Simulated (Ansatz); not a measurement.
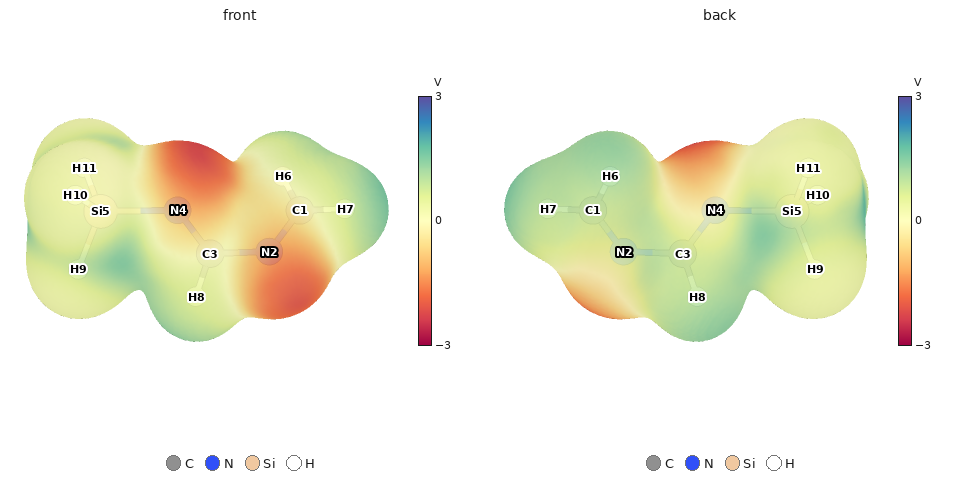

Figure 1: C2H6N2Si (SMILES C=NC=N[SiH3]). The electrostatic potential painted on the density surface at 0.004 e/bohr³, seen from the front and from behind; red is negative and blue positive.

Computed with RKS PBE0-D4/6-31G (Ansatz 0.2.0).

```xyz
11

C    -1.5352    1.8005   -0.8734
N    -0.9102    0.8611   -1.4733
C    -0.2790   -0.1710   -0.7625
N     0.4585    0.0470    0.2598
Si    1.4013   -1.2176    1.1395
H    -1.6743    1.8207    0.2119
H    -1.9452    2.6202   -1.4569
H    -0.4499   -1.1512   -1.2233
H     1.1775   -2.6037    0.5723
H     2.8585   -0.8745    1.0534
H     0.9633   -1.1884    2.5733
```

Where is the surface potential most negative and most positive?

Answer. The most negative region (about −2.3 V, or −53 kcal/mol for a unit charge) lies over N4, the most positive (about +1.7 V, or +39 kcal/mol for a unit charge) over Si5. N4 is the likeliest acceptor of a hydrogen bond.
